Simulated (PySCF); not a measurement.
Te(Br)(GeH3), SMILES [GeH3][Te]Br (H3BrGeTe) at its PBE0/def2-SVP optimised geometry (Å):

```
6

Te    -1.3448    -1.5601     2.0823
Br    -0.2291     0.0517     3.6794
Ge    -0.4917    -0.3160     0.0000
H     -1.0416    -1.1168    -1.1950
H     -1.0437     1.1168     0.0000
H      1.0437    -0.3160     0.0000
```

Method: PBE0/def2-TZVP, def2 effective core potentials past Kr (PySCF 2.14.0). The core electrons that the potentials of Te replace are not part of the density. Cells within 0.4 Å of a nucleus heavier than hydrogen are left out (blank, or x).

Map of the log10 of the electron density (e/bohr³), floored at −4 on the plane z = 0.0 Å:

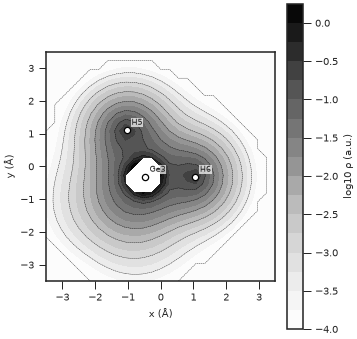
Fig. 1. Log10 of the electron density (e/bohr³), floored at −4 on the plane z = 0.0 Å.
